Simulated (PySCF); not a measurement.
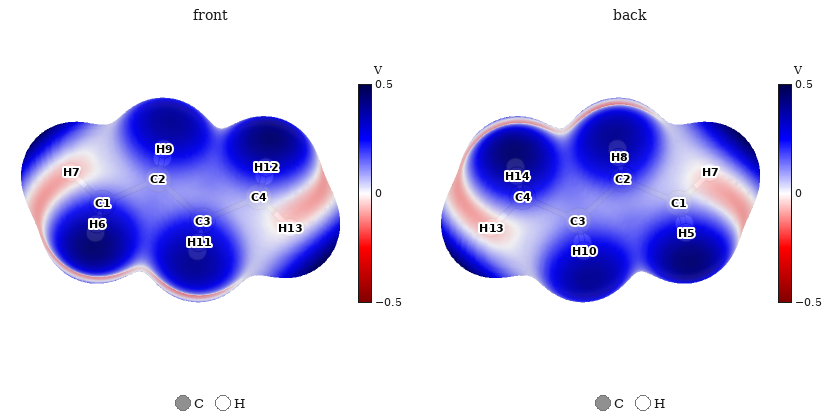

C₄H₁₀ (SMILES CCCC). The molecular electrostatic potential painted on the density surface at 0.002 e/bohr³, seen from the front and from behind; the colour scale runs from red (negative) to blue (positive).

Geometry: PBE0-D3(BJ)/def2-SVP.

Method: PBE0/pcSseg-1, SCF density, gas phase, non-relativistic in PySCF.

Input

```
{"job": {"xc": "PBE0", "basis": "pcSseg-1", "kind": "nmr", "pop": true}, "charge": 0, "multiplicity": 1}
C      1.934205    -0.246617     0.312194
C      0.535260     0.198775     0.705942
C     -0.535339    -0.198725    -0.302006
C     -1.934312     0.246461     0.091871
H      1.989805    -1.342429     0.207500
H      2.235597     0.189936    -0.653930
H      2.683658     0.053735     1.060418
H      0.275223    -0.222733     1.693594
H      0.517657     1.295684     0.837454
H     -0.517631    -1.295615    -0.433665
H     -0.275386     0.222947    -1.289611
H     -1.989822     1.342190     0.197517
H     -2.683668    -0.053177    -0.656745
H     -2.235925    -0.190908     1.057562
```

Command:

```sh
OMP_NUM_THREADS=1 python ens_run.py task.json out
```

> Where is the surface potential most negative and most positive?

The most negative region (about −0.1 V) lies over C1, C2, C3 and C4, the most positive (about +0.5 V) over the H atoms.

> How polar is the molecule by this calculation?

Its dipole moment is zero.
